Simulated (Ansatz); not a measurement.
# HSE06/cc-pVDZ run of BSiNH2ClF (SMILES F[Si]1(Cl)BN1)

What is the energy change on altering one bond length of BSiNH2ClF at HSE06/cc-pVDZ? 

The results are computed with Ansatz 0.2.0.

139 further runs of the same task are left out: 139 set aside as unsound or not needed.

**1. The structure to begin with**

The species is BSiNH2ClF (7 atoms), meant as a singlet with charge 0. SMILES: `F[Si]1(Cl)BN1`. Geometry: relaxed at PBE0-D4/def2-TZVP.

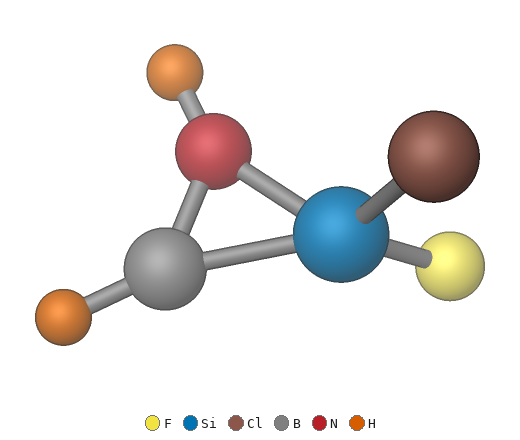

The structure, seen from a chosen angle (fluorine yellow, silicon blue, chlorine brown, boron grey, nitrogen red, hydrogen orange).

**2. A single-point energy at HSE06/cc-pVDZ**

The input, input.yaml:

```yaml
crystal:
  periodic: [false, false, false]
  atoms:
    - {symbol: F, position_ang: [-0.412200, -2.179200, -0.210300]}
    - {symbol: Si, position_ang: [-0.003600, -0.782500, 0.428000]}
    - {symbol: Cl, position_ang: [1.448800, -1.240300, 1.779600]}
    - {symbol: B, position_ang: [-0.771300, 0.907300, 0.039600]}
    - {symbol: N, position_ang: [0.347500, 0.475500, -0.686800]}
    - {symbol: H, position_ang: [-1.454900, 1.876800, 0.033100]}
    - {symbol: H, position_ang: [0.906900, 0.874400, -1.428900]}
basis:
  gaussian:
    orbitals: cc-pVDZ
total_charge: 0
hamiltonian:
  xc: {name: HSE06}
accuracy: high
output: {orbitals: {seedname: orbitals}}
```

On the command line:

```console
ansatz run input.yaml --threads 1 --pin off --max-ram 2610MiB --events-out events.jsonl --progress --plain --runs-dir runs
```

Output:

```text
Warning: RAYON_NUM_THREADS=1 ignored (pool sized by the plan → 1); use --threads N
Functional definition: HSE06
  name "HSE06"
  parameter a = 0.25
  parameter omega = 0.11/bohr
  exchange = pbe_x - a*pbe_x_sr(omega) + a*exact_x_sr(omega)
  correlation = pbe_c
1963 factors; integrals over basis functions are off by at most 3.6e-9 eV
97 factors; integrals over basis functions are off by at most 1.4e-9 eV
mean field evaluation 1: about -25299.5439 eV, gradient 5.5e1 eV
mean field evaluation 2: about -25288.3713 eV, gradient 8.6e1 eV
mean field evaluation 4: about -25305.5036 eV, gradient 4.7e0 eV
mean field evaluation 8: about -25305.7404 eV, gradient 4.4e-1 eV
mean field evaluation 16: about -25305.7409 eV, gradient 7.0e-5 eV
mean field -25305.74090660 eV, -929.9688254704 hartree, gradient 7.1e-8 eV, S^2 0.000000; 0 other end points of the search recorded, 0 dependent functions left out
reference -25305.74090980 eV, -929.9688255878 hartree; 27, 27 occupied and 61, 61 virtual orbitals, 1963 factors
Total energy: -25305.74090980 eV, -929.9688255878 hartree
```

It took 12 s on 1 thread of Arm Neoverse V1, shared host; peak memory 0.31 GiB.

**3. The distorted shape, same level**

The input, job.yaml:

```yaml
basis:
  gaussian:
    orbitals: cc-pVDZ
crystal:
  periodic: [false, false, false]
  atoms:
    - {symbol: F, position_ang: [-0.691914, -2.378660, 0.160768]}
    - {symbol: Si, position_ang: [-0.283314, -0.981960, 0.799068]}
    - {symbol: Cl, position_ang: [1.169086, -1.439760, 2.150668]}
    - {symbol: B, position_ang: [-1.051014, 0.707840, 0.410668]}
    - {symbol: "N", position_ang: [0.067786, 0.276040, -0.315732]}
    - {symbol: H, position_ang: [-1.734614, 1.677340, 0.404168]}
    - {symbol: H, position_ang: [0.906900, 0.874400, -1.428900]}
hamiltonian:
  xc: hse06
accuracy: high
output: {orbitals: {seedname: orbitals}}
```

On the command line:

```console
ansatz run job.yaml --threads 1 --pin off --max-ram 2610MiB --events-out events.jsonl --progress --plain --runs-dir runs
```

Output, shortened:

```text
Warning: RAYON_NUM_THREADS=1 ignored (pool sized by the plan → 1); use --threads N
[... 6 set-up lines as earlier in the session ...]
1969 factors; integrals over basis functions are off by at most 3.6e-9 eV
100 factors; integrals over basis functions are off by at most 1.3e-9 eV
mean field evaluation 1: about -25296.8403 eV, gradient 5.5e1 eV
mean field evaluation 2: about -25280.9851 eV, gradient 9.4e1 eV
mean field evaluation 4: about -25303.3841 eV, gradient 6.0e0 eV
mean field evaluation 8: about -25303.6516 eV, gradient 7.3e-1 eV
mean field evaluation 16: about -25303.6532 eV, gradient 2.2e-4 eV
mean field -25303.65318012 eV, -929.8921029371 hartree, gradient 4.8e-8 eV, S^2 0.000000; 0 other end points of the search recorded, 0 dependent functions left out
reference -25303.65318352 eV, -929.8921030621 hartree; 27, 27 occupied and 61, 61 virtual orbitals, 1969 factors
Total energy: -25303.65318352 eV, -929.8921030621 hartree
```

It took 11 s on 1 thread of Arm Neoverse V1, shared host; peak memory 0.31 GiB.

**4. Results**

At HSE06/cc-pVDZ:

| quantity | value |
| --- | --- |
| first shape: total energy | -929.96883 Eh |
| first shape: HOMO energy | -7.18 eV |
| first shape: LUMO energy | -1.04 eV |
| first shape: HOMO–LUMO gap | 6.14 eV |
| distorted shape: total energy | -929.89210 Eh |
| distorted shape: HOMO energy | -7.24 eV |
| distorted shape: LUMO energy | -2.26 eV |
| distorted shape: HOMO–LUMO gap | 4.97 eV |
| energy change with the N5–H7 bond stretched from 1.011 to 1.517 Å | 2.088 eV |

With the N5–H7 bond stretched from 1.011 to 1.517 Å the energy rises by 2.09 eV (201 kJ/mol). The first shape isn't relaxed at this level, so the change isn't measured from a minimum.
